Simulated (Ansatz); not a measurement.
**GaSiHO+ (doublet): wave-function methods side by side, cc-pVDZ**

How much of the correlation energy of GaSiHO+ (doublet) does each wave-function method recover here?

The runs use Ansatz 0.2.0, Gaussian basis; cc-pVDZ, core rule «outside noble gas», up to 20 orbitals frozen.

Plan: UHF; CCSD(T) on ROHF; CCSD(T) on UHF; BCCD(T) on ROHF; CISD; CCSDT(Q) on ROHF; CCSDT(Q) on UHF; CASSCF and MRCISD+Q, 9 electrons in 9 orbitals; CASSCF and NEVPT2, 9 electrons in 9 orbitals.

23 further runs of the same task are left out: 2 for a known fault of the program, 15 that didn't finish, 6 set aside as unsound or not needed.

## 1. The system

The geometry is a PBE0/def2-TZVP stationary point (not a proven minimum) of the parent state, kept for this charge and spin. No spin-orbit coupling is included. The filled d shell of Ga may be among the frozen orbitals whatever the setting's name suggests; the logs give the count.

4 atoms, charge 1, spin multiplicity 2.

Atoms are counted from 1 here; the program's logs count them from 0.

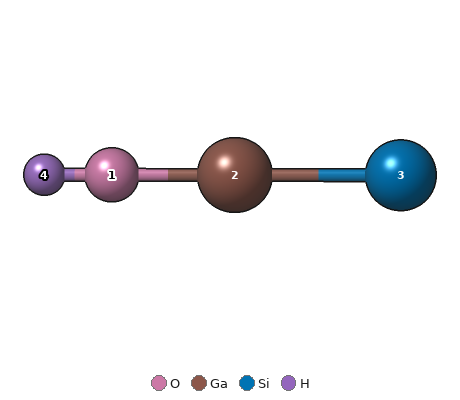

The structure; oxygen pink, gallium brown, silicon blue, hydrogen purple; atoms are numbered from 1 in the order of the file.

As a file:

```xyz
4
charge 1, multiplicity 2
O     0.0000    0.0000    1.2113
Ga    0.0000    0.0000   -0.5184
Si    0.0000    0.0000   -2.8536
H     0.0000    0.0000    2.1608
```

## 2. UHF

in.yaml

```yaml
crystal:
  periodic: [false, false, false]
  atoms:
    - {symbol: O, position_ang: [0.000000, 0.000000, 1.211275]}
    - {symbol: Ga, position_ang: [0.000000, 0.000000, -0.518425]}
    - {symbol: Si, position_ang: [0.000000, 0.000000, -2.853625]}
    - {symbol: H, position_ang: [0.000000, 0.000000, 2.160775]}
basis:
  gaussian: {orbitals: cc-pVDZ}
total_charge: 1
magnetization: {spin_polarized: true, initial_magnetization: 1}
hamiltonian: {xc: hf}
output: {orbitals: {seedname: orbitals}}
```

The run is started by

```
$ ansatz run in.yaml --threads 1 --pin off --events-out ev --progress --plain --max-ram 2393MiB
```

Further steps of the session: CCSD(T) on ROHF; CCSD(T) on UHF; BCCD(T) on ROHF; CISD; CCSDT(Q) on ROHF; CCSDT(Q) on UHF; CASSCF and MRCISD+Q, 9 electrons in 9 orbitals; CASSCF and NEVPT2, 9 electrons in 9 orbitals.

**Question.** What will the summary of the whole plan be? Wanted: UCCSDT(Q) below the RHF energy; RMP2 from UCCSDT(Q); UMP2 from UCCSDT(Q); RCCSD from UCCSDT(Q); RCCSD(T) from UCCSDT(Q); UCCSD(T) from UCCSDT(Q); RCCSDT(Q) from UCCSDT(Q); NEVPT2 frontier from UCCSDT(Q); MRCISD+Q frontier from UCCSDT(Q).

The runs gave:

| quantity | value |
| --- | --- |
| UCCSDT(Q) below the RHF energy | -8.9021 eV |
| RMP2 from UCCSDT(Q) | +100.5 kJ/mol |
| UMP2 from UCCSDT(Q) | +101.7 kJ/mol |
| RCCSD from UCCSDT(Q) | +30.4 kJ/mol |
| RCCSD(T) from UCCSDT(Q) | +6.2 kJ/mol |
| UCCSD(T) from UCCSDT(Q) | +6.2 kJ/mol |
| RCCSDT(Q) from UCCSDT(Q) | +0.7 kJ/mol |
| NEVPT2 frontier from UCCSDT(Q) | +141.6 kJ/mol |
| MRCISD+Q frontier from UCCSDT(Q) | +7.9 kJ/mol |
| levels within 1 kcal/mol (43 meV) | RCCSDT, UCCSDT, RCCSDT(Q) |
| T1 diagnostic | 0.025 |

RCCSD(T) lands +6.2 kJ/mol from the yardstick (0.7 % of the correlation energy). Of the multireference levels listed MRCISD+Q frontier comes nearest in total energy (+7.9 kJ/mol), which doesn't show that its space is the better one. These misses are within one basis, not against nature; the frozen cores of restricted and unrestricted runs differ, which can shift their rows.
